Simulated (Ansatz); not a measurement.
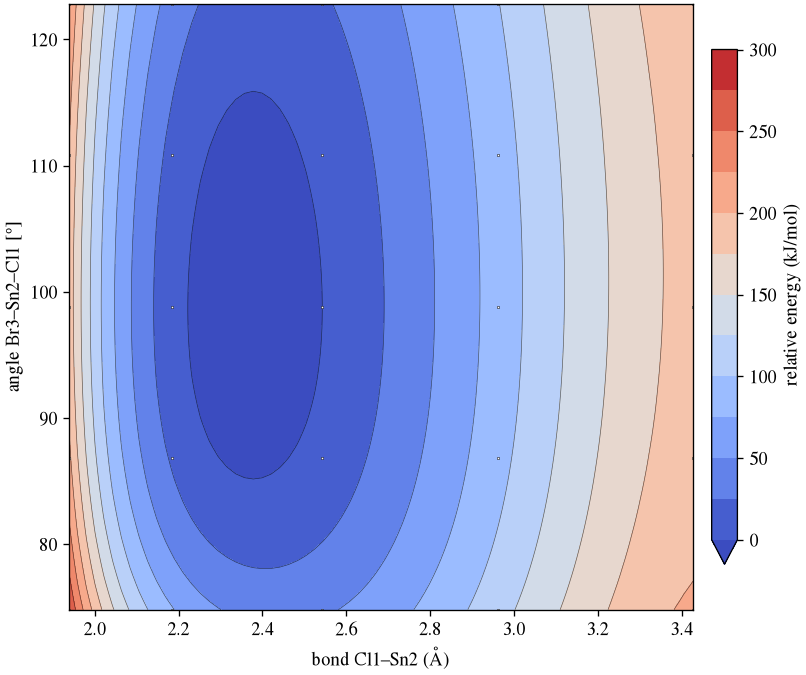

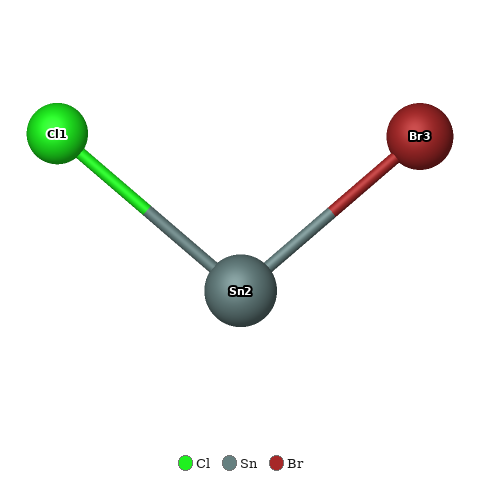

Energy landscape of BrClSn, SMILES [Cl][Sn][Br]. Two internal coordinates are moved rigidly from the geometry relaxed at PBE0-D4/def2-TZVP, all others fixed. First axis: bond Cl1–Sn2. Second axis: angle Br3–Sn2–Cl1. The scan uses a 5 × 5 grid. Points are written as (first, second). All energies are given in kJ/mol relative to the lowest grid point. Theory: RKS PBE0-D4/def2-TZVPP (Ansatz 0.2.0).

In the figure: filled contours, dots at the grid points. Between grid points the surface is interpolated. The second picture is the structure at the lowest point.

Question: Describe this landscape.

Answer: The lowest grid point is at (2.543 Å, 98.8°). The bottom of the well lies between grid points, at about (2.359 Å, 98°), about 15 kJ/mol lower on the interpolated surface. It is the only kind of minimum in the scanned range. The highest grid point, (1.938 Å, 74.8°), lies 275 kJ/mol above the lowest. Round the minimum the two coordinates are nearly uncoupled.
